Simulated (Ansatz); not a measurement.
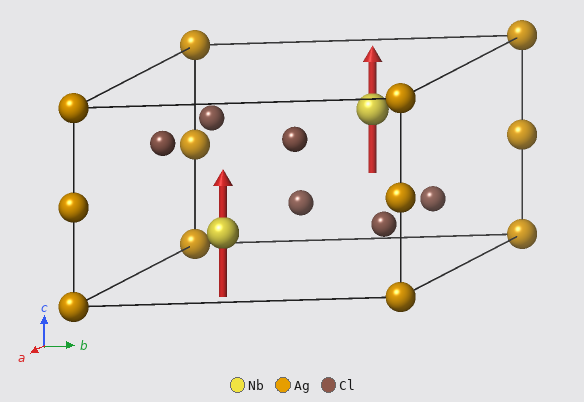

An orthographic spheres-only view of the structure, slightly off an axis. Thin lines show the simulation cell, with boundary atoms drawn in all their periodic places. Arrows are the site magnetic moments above 0.25 μB (those induced on non-metal atoms are left out); longer means larger, and red and blue are up and down (without spin-orbit coupling the axis itself is arbitrary).

This is the state reached for NbAgCl$_{3}$. Computational set-up: DFT PBE, scalar-relativistic, plane waves, PAW in Ansatz, plane waves up to 420 eV, k-mesh 6×6×8, Gaussian smearing of 0.1 eV, collinear spins.

> Characterise the magnetic order.

Ferromagnetic (within this cell). Site moments: 2 Nb +2.2 μB. The net spin moment of the whole cell is 6.0 μB, including what lies between the atoms and on sites without an arrow.

Origin of the cell: a textbook structure type filled with these elements (whether it is the usual form wasn't checked). The structure drawn was relaxed with DFT PBE, scalar-relativistic, plane waves, PAW in Ansatz.
